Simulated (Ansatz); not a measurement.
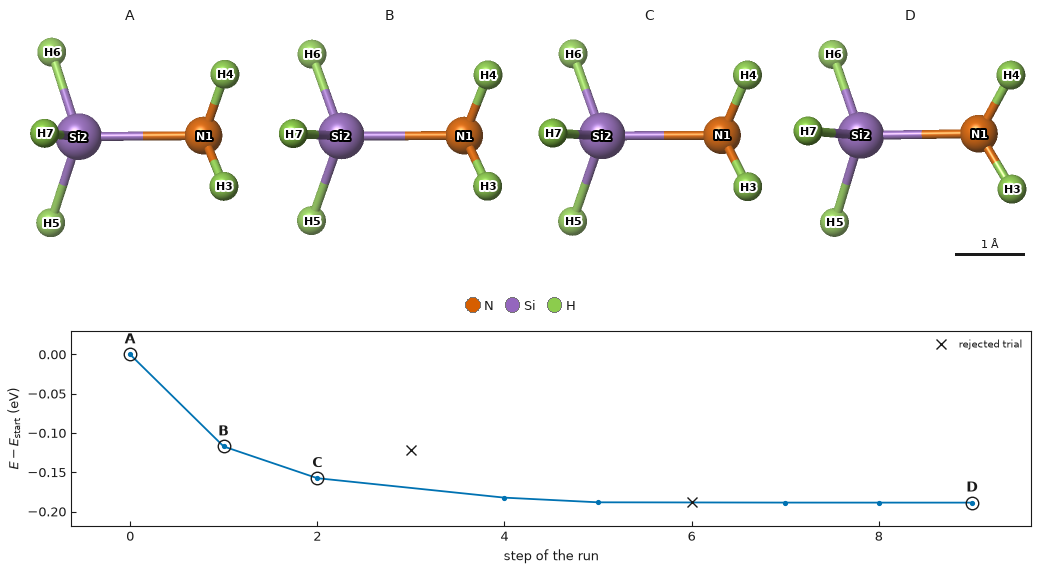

Frames of a relaxation of SiNH₅, marked on the history of the run. The picture is a ball-and-stick view, seen at a tilt.

It is one of the separated products of a reaction.

Computed with RKS PBE0-D4/def2-TZVP in Ansatz 0.2.0. (force threshold 0.005 eV/Å; at most 200 steps)

> Describe the path.

Over 7 accepted moves (9 points after the start) the energy falls by 0.189 eV. The largest force component goes from 2.1 to 0.00092 eV/Å. The line search rejected the trial steps at points 3, 6 of the run. H7 moves most after the best rigid fit: 0.25 Å. By element the largest moves are H 0.25 Å, N 0.12 Å, Si 0.09 Å. Some distances before and after: N1–Si2 1.816 → 1.720 Å, N1–H3 1.030 → 1.007 Å, Si2–H5 1.471 → 1.486 Å, N1–H4 1.018 → 1.007 Å. Among the angles between lasting bonds that change: N1–Si2–H7 105.2° → 116.0°, Si2–N1–H3 109.1° → 119.6°, Si2–N1–H4 109.9° → 119.6°. The run took about 19 core-seconds on a shared host. From step 0 to 1: H7 moves most (0.16 Å), energy −0.117 eV. From step 1 to 2: N1 moves most (0.04 Å), energy −0.040 eV. From step 2 to 9: H3 moves most (0.14 Å), energy −0.031 eV.
